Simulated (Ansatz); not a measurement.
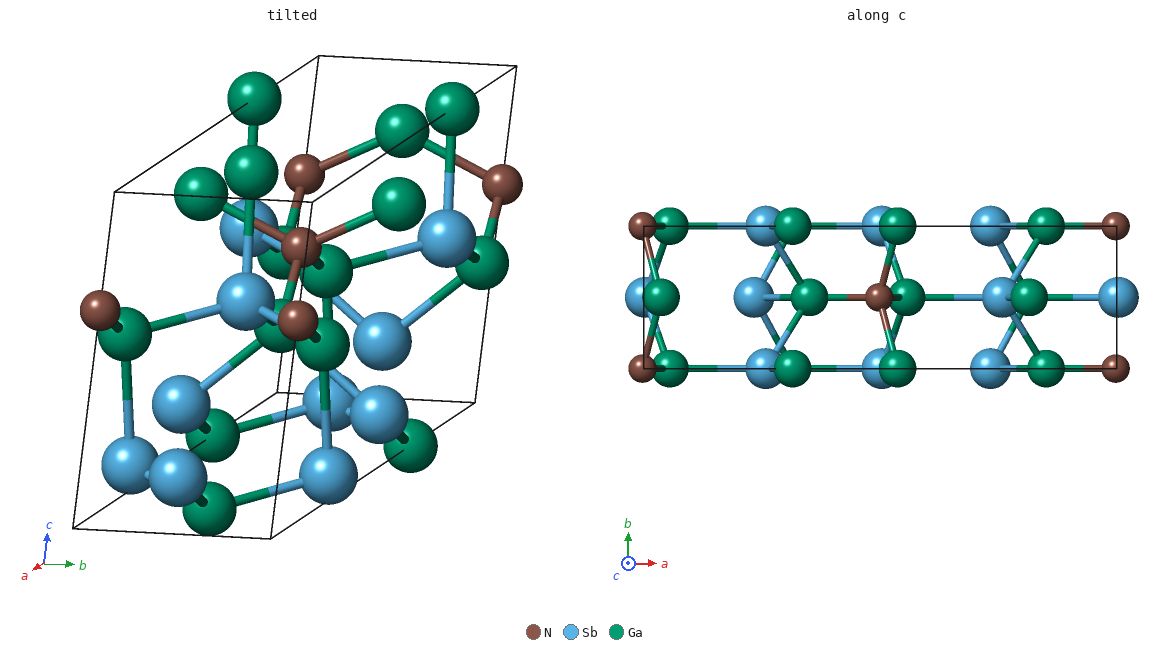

The crystal in a ball-and-stick representation, seen slightly off an axis and along the c axis. Atoms at the boundary of the conventional unit cell (the box) are drawn once for each face, edge or corner they touch.

Ga$_{4}$Sb$_{3}$N, space group Cm (No. 8), a = 15.041 Å, b = 4.061 Å, c = 6.934 Å, α = 90.00°, β = 116.29°, γ = 90.00°. Provenance: a structure type filled with these elements by a generator (whether the compound takes this form wasn't checked). Earlier steps of the study may have refined or changed the cell and positions. Ansatz was used for an electronic-structure calculation on it.

This one geometry was computed with Ansatz (DFT, plane waves, PAW) at three levels of theory: r2SCAN, PBE and PBE with spin-orbit coupling. It was relaxed beforehand with r2SCAN.

Which level gives the highest pressure at this volume, and what does that say about its equilibrium volume?

Highest: PBE (2.3 GPa) and PBE with spin-orbit coupling (2.3 GPa), which points to the largest equilibrium volume. Lowest, with the smallest volume: r2SCAN (0.0 GPa). Levels within 0.5 GPa of each other can't be told apart.

How does the band gap change with the level of theory?

All levels give a metal.

Collect the results in a table.

| level | cutoff (eV) | k-mesh of the run's cell | gap (eV) | pressure (GPa) |
| --- | --- | --- | --- | --- |
| r2SCAN | 500 | 6×6×4 | metal | 0.0 |
| PBE | 420 | 6×6×4 | metal | 2.3 |
| PBE with spin-orbit coupling | 420 | 6×6×4 | metal | 2.3 |

Gaps are taken on the k-mesh or band path of each run.
